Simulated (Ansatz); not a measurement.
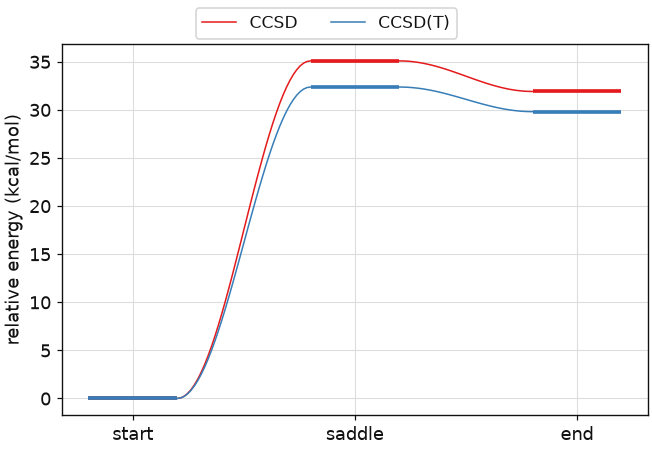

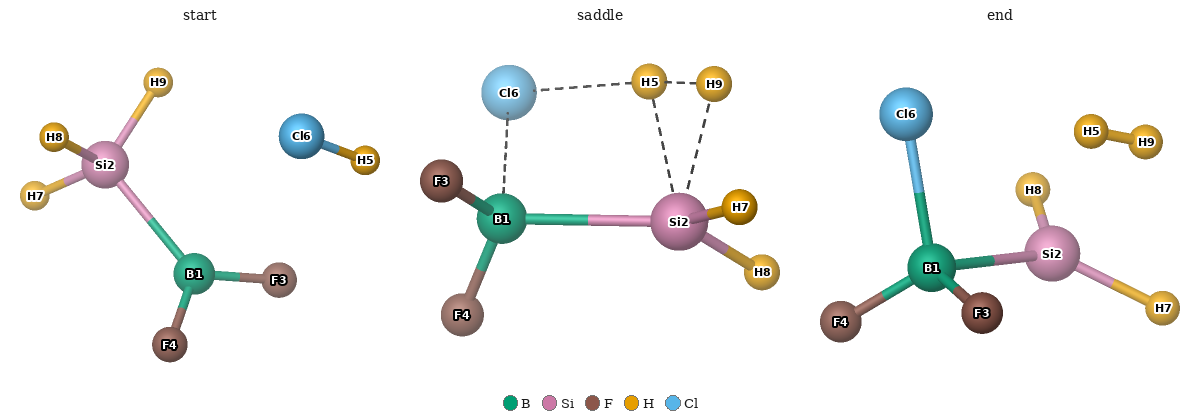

One elementary step of BSiH₄ClF₂: start, first-order saddle point (changing pairs dashed) and end. Electronic energies at PBE0-D4/def2-TZVP geometries, energies in def2-TZVPP, the Ansatz code; cores frozen in correlated methods, no zero-point terms. Start and end are the structures at the ends of the path (complexes, where there are several molecules). Lines between the levels only guide the eye.

Question: Which bonds change in the step?

Answer: B1–Cl6 (3.23 → 1.99 → 1.89 Å) and H5–H9 (3.81 → 0.87 → 0.80 Å) form; H5–Cl6 (1.28 → 1.85 → 2.38 Å) breaks; Si2–H5 (4.02 → 1.88 → 1.84 Å) shortens; Si2–H9 (1.48 → 1.71 → 1.84 Å) stretches to a weak contact (lengths at start, saddle and end; changes of bond order aren't listed). The imaginary mode at the saddle is 395.8i cm⁻¹ (PBE0-D4).

Question: Is the step uphill or downhill with CCSD?

Answer: Uphill by 31.9 kcal/mol in electronic energy, over a barrier of 35.1 kcal/mol.

Question: What are the heights of saddle and end over the start, in kcal/mol?

Answer:
| level | barrier | reverse barrier | step energy |
| --- | --- | --- | --- |
| CCSD | 35.1 | 3.2 | 31.9 |
| CCSD(T) | 32.4 | 2.6 | 29.8 |
